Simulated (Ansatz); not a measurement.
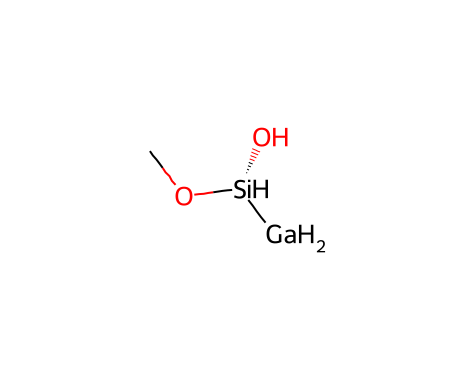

Source: calculation with Ansatz.

2D structure.

Question: Give its SMILES.

Answer: CO[Si@H](O)[GaH2]

Question: What is the molecular formula?

Answer: CH7GaO2Si.

Question: An optimisation with PBE0-D4/def2-TZVP gave a structure of which point group?

Answer: C1.
